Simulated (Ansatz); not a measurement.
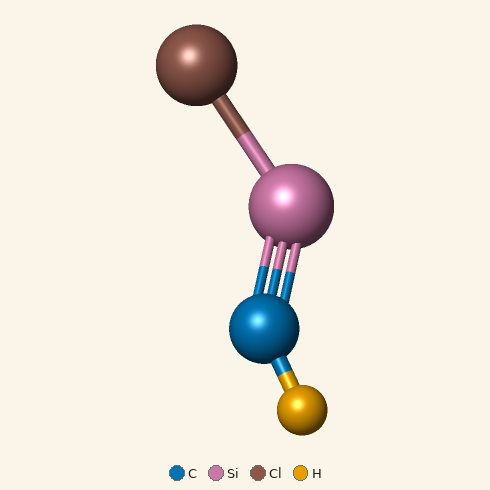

Ball-and-stick drawing of a structure. Double and triple bonds are drawn as two and three sticks.

Describe the molecule.

Formula CHClSi. SMILES: `C#[Si]Cl`. This geometry has Cs symmetry. All atoms lie on one plane. Coordination: 1 C bent; 1 Si bent.

More results for the same structure follow; atom numbers are the same in all pictures, views and colours differ. Computed geometry: PBE0-D4/def2-TZVP optimisation. No frequency run is at hand to confirm it as a minimum.

### Electronic properties

No frequency run is at hand to confirm it as a minimum. Properties computed with RKS PBE0-D4/def2-TZVPP (Ansatz 0.2.0).

> Give the LUMO energy (Kohn–Sham orbital) at this level.

−3.62 eV.

> Estimate the HOMO energy (Kohn–Sham orbital).

−6.90 eV.

### Dipole moment

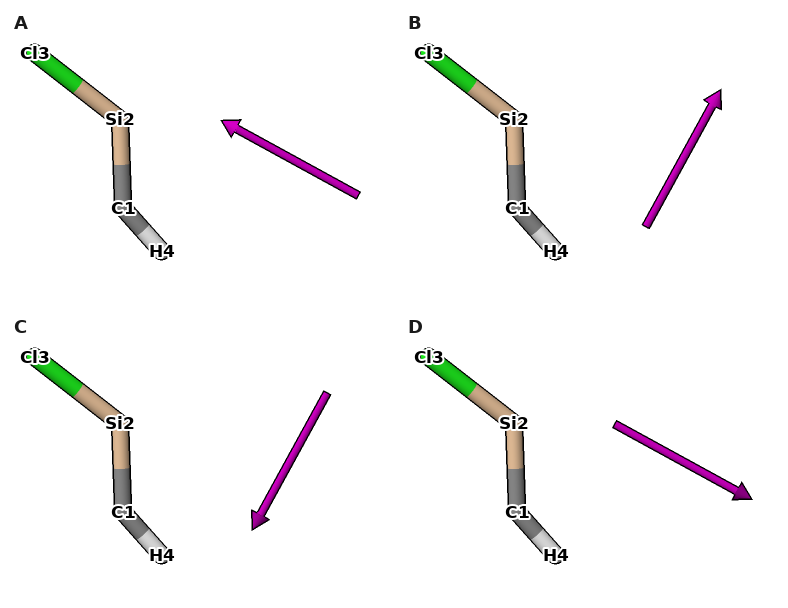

The same molecule four times, each with an arrow. No frequency run is at hand to confirm it as a minimum. Level of theory: RKS PBE0-D4/def2-TZVP (Ansatz 0.2.0).

> Which arrow points along the dipole moment, from the negative to the positive end?

B. The dipole moment is 0.87 D; it points from the side of H4 to the side of Cl3 (the outermost atoms at the two ends).

### Charges

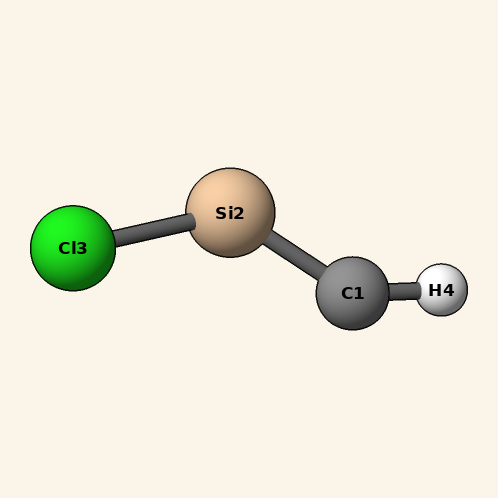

The questions are on Mulliken charges. No frequency run is at hand to confirm it as a minimum. Method: RKS PBE0-D4/def2-TZVP (Ansatz 0.2.0).

> Which atom carries the highest charge (most positive or least negative)?

Si2 (0.28 e).

> And the lowest?

C1 (−0.31 e).

Give the Mulliken charges atom by atom.

| atom | value (e) |
| --- | --- |
| C1 | −0.31 |
| Si2 | 0.28 |
| Cl3 | −0.15 |
| H4 | 0.18 |

Mulliken values depend strongly on the basis set and can even reverse the polarity of a bond.
